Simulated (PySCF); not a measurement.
# One shape, several levels: GeN2H4Cl2 (Ge(NH2)2Cl2)

Aim: a comparison of 3 runs (HF/def2-SVP, B3LYP/6-31G**, PBE0/6-311G**) of GeN2H4Cl2 (Ge(NH2)2Cl2). The job is set up through a Python script.

Program for the calculation: PySCF 2.14.0.

**1. The system as given**

GeN2H4Cl2: 9 atoms, total charge 0, spin state singlet. As SMILES, `[NH2][Ge]([NH2])([Cl])[Cl]`. Geometry: a GFN2-xTB relaxation, a rough one for these elements and not checked as a minimum. This is one conformer, not always the lowest.

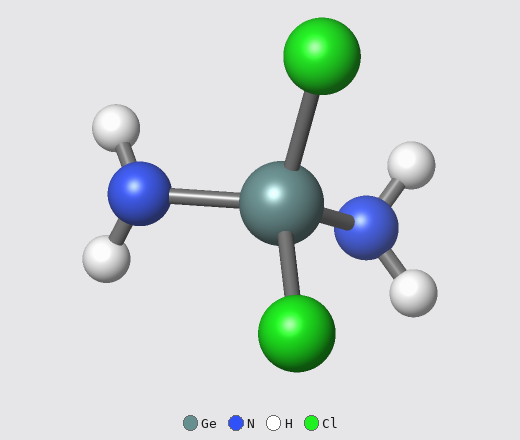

Viewed from a chosen angle; germanium teal, nitrogen blue, hydrogen white, chlorine green.

**2. Energy and forces at HF/def2-SVP (run 1)**

calc.py reads:

```python
from pyscf import gto

mol = gto.M(
    atom='''
Ge    -0.771386    -0.008787    -0.586684
N     -0.496204    -0.094241     2.873612
H     -0.942539     1.527144     3.776542
H     -1.401742    -1.535591     3.737330
N      2.238003    -0.002665    -2.233581
H      3.365829    -1.508644    -1.920000
H      3.280999     1.588976    -2.095687
Cl    -2.620653     3.331171    -1.752891
Cl    -2.652287    -3.297345    -1.798641
''',
    verbose=4,
    spin=0,
    basis='def2-svp',
    max_memory=1860,
    unit='bohr',
    charge=0,
)

mf = mol.RHF()
mf.conv_tol = 1e-10
mf.kernel()
if not mf.converged:
    mf = mf.newton().run(mf.mo_coeff, mf.mo_occ)

e_final = mf.e_tot
print('Final energy', e_final)
grad = mf.nuc_grad_method().kernel()
mf.analyze()
```

Launch:

```sh
$ OMP_NUM_THREADS=1 python calc.py
```

The log of the run:

```text
PySCF version 2.14.0

[... 80 lines left out ...]
Nuclear Repulsion Energy =             602.014637437366559
[... 16 lines left out ...]
MO #11  energy= -10.5557487316477  occ= 2
[... 14 lines left out ...]
MO #26  energy= -1.70723289262904  occ= 2
[... 14 lines left out ...]
MO #41  energy= -0.432209028401499 occ= 2
[... 14 lines left out ...]
MO #56  energy= 0.565554562428376  occ= 0
[... 14 lines left out ...]
MO #71  energy= 1.03649921704199   occ= 0
[... 14 lines left out ...]
MO #86  energy= 1.38228134464739   occ= 0
[... 14 lines left out ...]
MO #101 energy= 2.45863665350103   occ= 0
[... 14 lines left out ...]
MO #116 energy= 3.72684965223345   occ= 0
[... 128 lines left out ...]
Dipole moment(X, Y, Z, Debye):  1.24830,  0.19285,  2.28391
```

Run time: 43 s. Hardware: 1 thread of Intel Xeon at 2.50GHz (Skylake/Cascade Lake), shared host; peak memory 0.29 GiB.

**3. Energy and forces at B3LYP/6-31G(d,p) (spherical functions) (run 2)**

calc.py reads:

```python
import pyscf.grad
from pyscf import gto, dft

mol = gto.Mole()
mol.atom = [
    ('Ge', (-0.408200, -0.004650, -0.310460)),
    ('N', (-0.262580, -0.049870, 1.520650)),
    ('H', (-0.498770, 0.808130, 1.998460)),
    ('H', (-0.741770, -0.812600, 1.977710)),
    ('N', (1.184300, -0.001410, -1.181960)),
    ('H', (1.781120, -0.798340, -1.016020)),
    ('H', (1.736230, 0.840850, -1.108990)),
    ('Cl', (-1.386790, 1.762780, -0.927590)),
    ('Cl', (-1.403530, -1.744880, -0.951800)),
]
mol.charge = 0
mol.basis = '6-31g**'
mol.max_memory = 1860
mol.verbose = 4
mol.build()

myscf = dft.RKS(mol)
myscf.xc = 'b3lyp'
myscf.conv_tol = 1e-10
myscf.grids.level = 5
myscf.kernel()
if not myscf.converged:
    myscf = myscf.newton().run(myscf.mo_coeff, myscf.mo_occ)

e_tot = myscf.e_tot
print(f'total energy: {e_tot:.8f} hartree')
grad = myscf.Gradients().kernel()
myscf.analyze()
```

Launch:

```sh
$ OMP_NUM_THREADS=1 python calc.py
```

The log of the run:

```text
PySCF version 2.14.0

[... 95 lines left out ...]
Nuclear Repulsion Energy =             602.014604452065328
[... 16 lines left out ...]
MO #11  energy= -9.45770819741718  occ= 2
[... 14 lines left out ...]
MO #26  energy= -1.27362623202297  occ= 2
[... 14 lines left out ...]
MO #41  energy= -0.283735761749295 occ= 2
[... 14 lines left out ...]
MO #56  energy= 0.3805490925735    occ= 0
[... 14 lines left out ...]
MO #71  energy= 0.831609958395964  occ= 0
[... 14 lines left out ...]
MO #86  energy= 1.20686770715298   occ= 0
[... 14 lines left out ...]
MO #101 energy= 2.35091069420526   occ= 0
[... 14 lines left out ...]
MO #116 energy= 3.50142066335361   occ= 0
[... 128 lines left out ...]
Dipole moment(X, Y, Z, Debye):  1.49335,  0.16706,  2.35755
```

Wall time 2.3 min (1 thread of Intel Xeon at 2.50GHz (Skylake/Cascade Lake), shared host); peak memory 1.2 GiB.

**4. Energy and forces at PBE0/6-311G(d,p) (run 3)**

input.py reads:

```python
from pyscf import gto, dft

molecule = gto.Mole()
molecule.atom = '''
Ge    -0.771386    -0.008787    -0.586684
N     -0.496204    -0.094241     2.873612
H     -0.942539     1.527144     3.776542
H     -1.401742    -1.535591     3.737330
N      2.238003    -0.002665    -2.233581
H      3.365829    -1.508644    -1.920000
H      3.280999     1.588976    -2.095687
Cl    -2.620653     3.331171    -1.752891
Cl    -2.652287    -3.297345    -1.798641
'''
molecule.basis = '6-311g**'
molecule.spin = 0
molecule.max_memory = 1860
molecule.charge = 0
molecule.unit = 'bohr'
molecule.verbose = 4
molecule.build()

ks = dft.RKS(molecule, xc='pbe0')
ks.conv_tol = 1e-10
ks.grids.level = 5
ks.kernel()
if not ks.converged:
    ks = ks.newton().run(ks.mo_coeff, ks.mo_occ)

etot = ks.e_tot
print(f'total energy: {etot:.8f} hartree')
grad = ks.nuc_grad_method().kernel()
dip = ks.dip_moment()
pop, q = ks.mulliken_pop()
```

Launch:

```sh
$ OMP_NUM_THREADS=1 python input.py
```

The log of the run:

```text
PySCF version 2.14.0

[... 78 lines left out ...]
converged SCF energy = -3108.7610640815
total energy: -3108.76106408 hartree
[... 12 lines left out ...]
Dipole moment(X, Y, Z, Debye):  1.50109,  0.16007,  2.32410
[... 166 lines left out ...]
charge of    8Cl =     -0.23905
```

It took 2.8 min on 1 thread of Intel Xeon at 2.50GHz (Skylake/Cascade Lake), shared host; peak memory 1.9 GiB.

**5. The series**

| run | level | integration grid | energy (Eh) | dipole moment (D) | HOMO energy (eV) | LUMO energy (eV) | wall time |
| --- | --- | --- | --- | --- | --- | --- | --- |
| 1 | HF/def2-SVP | – | -3105.083230 | 2.61 | -11.29 | 4.01 | 43 s |
| 2 | B3LYP/6-31G** (spherical functions) | 5 | -3109.177854 | 2.80 | -7.21 | -0.44 | 2.3 min |
| 3 | PBE0/6-311G** | 5 | -3108.761064 | 2.77 | -7.68 | -0.39 | 2.8 min |

**6. Summary of results**

| quantity | value |
| --- | --- |
| run 3: total energy | -3108.76106 Eh |
| run 3: dipole moment | 2.77 D |
| run 3: HOMO energy | -7.68 eV |
| run 3: LUMO energy | -0.39 eV |
| run 3: HOMO–LUMO gap | 7.29 eV |
| run 3: largest force on an atom | 1.554 eV/Å |

**Reading.** The dipole moment (its size) runs from 2.61 D (HF/def2-SVP) to 2.80 D (B3LYP/6-31G**). The two ends differ in method and basis. The HOMO–LUMO gap runs from 6.77 eV (B3LYP/6-31G**) to 15.29 eV (HF/def2-SVP). Totals of different functionals can't be ranked against each other. All runs together took 5.8 min, the longest 2.8 min.
